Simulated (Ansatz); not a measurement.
The figure comes from a scan of BAs (zinc blende): a phonon pattern at X = (0.5, 0.5, 0.0) is frozen into a 4-atom cell, Q being the largest atomic displacement. Method: PBE (plane waves to 420 eV, PAW, scalar-relativistic; Ansatz, a program for electronic structure). k mesh 12×12×12 (Γ-centred), Fermi-Dirac smearing 0.05 eV. E stands for the smeared free energy. BAs was relaxed with its symmetry unable to fall. The PAW data are Ansatz's earlier set. ΔE is measured from the undisplaced structure.

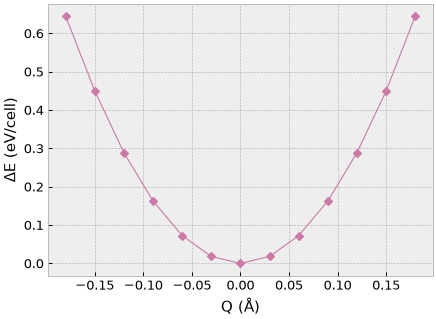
Fig. 1. ΔE (eV/cell) against Q (Å); markers are the computed points, lines only join them.

Task: Turn the plot into a table (rounded to what can be read).

Result: To the nearest 0.01:

| Q (Å) | ΔE (eV/cell) |
|---|---|
| -0.180 | 0.65 |
| -0.150 | 0.45 |
| -0.120 | 0.29 |
| -0.090 | 0.16 |
| -0.060 | 0.07 |
| -0.030 | 0.02 |
| 0.000 | 0.00 |
| 0.030 | 0.02 |
| 0.060 | 0.07 |
| 0.090 | 0.16 |
| 0.120 | 0.29 |
| 0.150 | 0.45 |
| 0.180 | 0.65 |

(A displaced cell: forces are minus the slopes of the energy, force constants its curvatures, and phonons follow from these.)
